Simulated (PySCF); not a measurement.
# [BF4]− (SMILES F[B-](F)(F)F) at BLYP/def2-SVP

What is the vertical ionisation energy of [BF4]− at BLYP/def2-SVP? 

The calculation is run with PySCF 2.14.0.

### 1 The molecule

[BF4]−: 5 atoms, total charge -1, spin state singlet. As SMILES, `F[B-](F)(F)F`. Geometry: relaxed at PBE0-D4/def2-TZVPD.

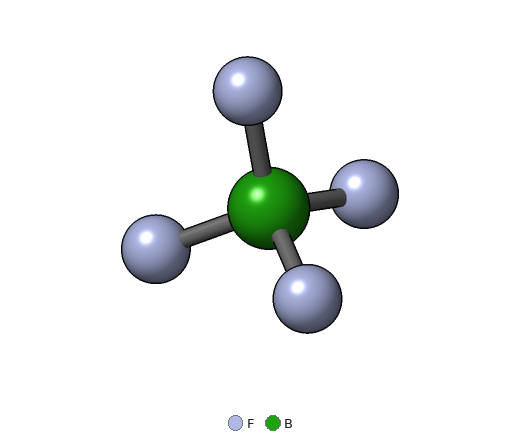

The structure, seen from a chosen angle (fluorine light blue, boron green).

### 2 A single-point energy at BLYP/def2-SVP

Input file input.py:

```python
# F[B-](F)(F)F
from pyscf import gto, dft

mol = gto.M(
    atom='''
F     -0.057100    -0.040200     1.404000
B      0.000000     0.000000     0.000100
F      0.948900    -0.931000    -0.457200
F     -1.262500    -0.319100    -0.529700
F      0.370700     1.290300    -0.417200
''',
    charge=-1,
    max_memory=1860,
    verbose=4,
    basis='def2-svp',
)

myscf = dft.RKS(mol, xc='blyp')
myscf.grids.level = 4
myscf.conv_tol = 1e-10
myscf.kernel()
if not myscf.converged:
    myscf = myscf.newton().run(myscf.mo_coeff, myscf.mo_occ)

etot = myscf.e_tot
print(f'total energy: {etot:.8f} hartree')
```

On the command line:

```console
OMP_NUM_THREADS=1 python input.py
```

The log of the run:

```text
PySCF version 2.14.0

[INPUT] num. atoms = 5
[INPUT] num. electrons = 42
[INPUT] charge = -1
[INPUT] spin (= nelec alpha-beta = 2S) = 0
[INPUT] symmetry False subgroup None
[INPUT] Mole.unit = angstrom
[INPUT] Symbol           X                Y                Z      unit          X                Y                Z       unit  Magmom
[INPUT]  1 F     -0.057100000000  -0.040200000000   1.404000000000 AA   -0.107903361713  -0.075966990208   2.653175478889 Bohr   0.0
[INPUT]  2 B      0.000000000000   0.000000000000   0.000100000000 AA    0.000000000000   0.000000000000   0.000188972612 Bohr   0.0
[INPUT]  3 F      0.948900000000  -0.931000000000  -0.457200000000 AA    1.793161119600  -1.759335021970  -0.863982784151 Bohr   0.0
[INPUT]  4 F     -1.262500000000  -0.319100000000  -0.529700000000 AA   -2.385779232263  -0.603011606349  -1.000987928182 Bohr   0.0
[INPUT]  5 F      0.370700000000   1.290300000000  -0.417200000000 AA    0.700521474376   2.438313618526  -0.788393739169 Bohr   0.0

nuclear repulsion = 179.786669149836
number of shells = 30
number of NR pGTOs = 120
number of NR cGTOs = 70
basis = def2-svp
ecp = {}

******** <class 'pyscf.dft.rks.RKS'> ********
method = RKS
initial guess = minao
damping factor = 0
level_shift factor = 0
DIIS = <class 'pyscf.scf.diis.CDIIS'>
diis_start_cycle = 1
diis_space = 8
diis_damp = 0
SCF conv_tol = 1e-10
SCF conv_tol_grad = None
SCF max_cycles = 50
direct_scf = True
direct_scf_tol = 1e-13
XC library pyscf.dft.libxc version 7.0.0
    S. Lehtola, C. Steigemann, M. J.T. Oliveira, and M. A.L. Marques.,  SoftwareX 7, 1–5 (2018)
XC functionals = blyp
    A. D. Becke.,  Phys. Rev. A 38, 3098 (1988)
    C. Lee, W. Yang, and R. G. Parr.,  Phys. Rev. B 37, 785 (1988)
    B. Miehlich, A. Savin, H. Stoll, and H. Preuss.,  Chem. Phys. Lett. 157, 200 (1989)
radial grids:
    Treutler-Ahlrichs [JCP 102, 346 (1995); DOI:10.1063/1.469408] (M4) radial grids

becke partition: Becke, JCP 88, 2547 (1988); DOI:10.1063/1.454033
pruning grids: <function nwchem_prune>
grids dens level: 4
symmetrized grids: False
atomic radii adjust function: <function treutler_atomic_radii_adjust>
small_rho_cutoff = 0
Set gradient conv threshold to 1e-05
Initial guess from minao.
tot grids = 143448
init E= -424.324246262377
  HOMO = -0.437102632906641  LUMO = 0.0632846129413061  gap/eV = 13.61623
cycle= 1 E= -423.957291882292  delta_E= 0.367  |g|= 1.09  |ddm|= 2.39
  HOMO = 0.0810757028711392  LUMO = 0.348914879865572  gap/eV = 7.28828
cycle= 2 E= -423.63957000367  delta_E= 0.318  |g|= 1.81  |ddm|= 1.71
  HOMO = -0.0506250377770435  LUMO = 0.329269004439135  gap/eV = 10.33744
cycle= 3 E= -424.139794698023  delta_E= -0.5  |g|= 0.0514  |ddm|= 1.09
  HOMO = -0.0563106312056191  LUMO = 0.325326381918216  gap/eV = 10.38487
cycle= 4 E= -424.140362079803  delta_E= -0.000567  |g|= 0.0135  |ddm|= 0.072
  HOMO = -0.0549456350693754  LUMO = 0.326135259062099  gap/eV = 10.36974
cycle= 5 E= -424.140395677769  delta_E= -3.36e-05  |g|= 0.00122  |ddm|= 0.0121
  HOMO = -0.0549324305056118  LUMO = 0.326145728368588  gap/eV = 10.36966
cycle= 6 E= -424.140395937777  delta_E= -2.6e-07  |g|= 0.000211  |ddm|= 0.000889
  HOMO = -0.0549589627932485  LUMO = 0.326141518913913  gap/eV = 10.37027
cycle= 7 E= -424.140395941599  delta_E= -3.82e-09  |g|= 0.00014  |ddm|= 0.000173
  HOMO = -0.0549584873437477  LUMO = 0.326139516216611  gap/eV = 10.37020
cycle= 8 E= -424.140395944642  delta_E= -3.04e-09  |g|= 1.22e-06  |ddm|= 8.08e-05
  HOMO = -0.054958597769517  LUMO = 0.326139473658349  gap/eV = 10.37021
cycle= 9 E= -424.140395944642  delta_E=    0  |g|= 3.89e-08  |ddm|= 7.72e-07
  HOMO = -0.0549586003866349  LUMO = 0.326139475338958  gap/eV = 10.37021
Extra cycle  E= -424.140395944642  delta_E= 4.55e-13  |g|= 6.09e-08  |ddm|= 5.93e-08
converged SCF energy = -424.140395944642
total energy: -424.14039594 hartree
```

Wall time 6.9 s (1 thread of Arm Neoverse V1, shared host); peak memory 0.35 GiB.

### 3 Doublet neutral BF4, same level

Input file job.py:

```python
from pyscf import gto, dft

mol = gto.Mole()
mol.atom = '''
F   -0.057100  -0.040200   1.404000
B    0.000000   0.000000   0.000100
F    0.948900  -0.931000  -0.457200
F   -1.262500  -0.319100  -0.529700
F    0.370700   1.290300  -0.417200
'''
mol.verbose = 3
mol.basis = 'def2-svp'
mol.charge = 0
mol.spin = 1
mol.max_memory = 1860
mol.build()

calc0 = dft.UKS(mol)
calc0.xc = 'blyp'
calc0.conv_tol = 1e-10
calc0.grids.level = 4
calc0.kernel()
if not calc0.converged:
    calc0 = calc0.newton().run(calc0.mo_coeff, calc0.mo_occ)

e_tot = calc0.e_tot
print(f'total energy: {e_tot:.8f} hartree')
```

On the command line:

```console
OMP_NUM_THREADS=1 python job.py
```

The log of the run:

```text
WARN: HOMO -0.193621613037455 >= LUMO -0.193100872562989

WARN: HOMO -0.359618874726786 >= LUMO -0.358939690474634

WARN: HOMO -0.359402748491307 >= LUMO -0.359277845359289

WARN: HOMO -0.359745760074488 >= LUMO -0.358982192764364

SCF not converged.
SCF energy = -423.934145793421 after 50 cycles  <S^2> = 0.75141272  2S+1 = 2.0014122
converged SCF energy = -423.934145825378  <S^2> = 0.75141272  2S+1 = 2.0014122
total energy: -423.93414583 hartree
```

Wall time 38 s (1 thread of Arm Neoverse V1, shared host); peak memory 0.49 GiB.

### 4 What came out

Level: BLYP/def2-SVP.

```
                                                             quantity          value
                                         singlet [BF4]−: total energy  -424.14040 Eh
                                          singlet [BF4]−: HOMO energy       -1.50 eV
                                          singlet [BF4]−: LUMO energy        8.87 eV
singlet [BF4]−: HOMO–LUMO gap (to an unbound level, set by the basis)       10.37 eV
                                    doublet neutral BF4: total energy  -423.93415 Eh
                                   doublet neutral BF4: dipole moment         0.00 D
              doublet neutral BF4: HOMO energy (highest over α and β)       -9.82 eV
               doublet neutral BF4: LUMO energy (lowest over α and β)       -9.74 eV
                                            doublet neutral BF4: ⟨S²⟩          0.751
                  vertical detachment energy (to the doublet neutral)       5.612 eV
```

**Reading.** The vertical ionisation energy comes to 5.61 eV (542 kJ/mol). −ε(HOMO) before ionisation, 1.50 eV, is 4.12 eV below this ionisation energy.
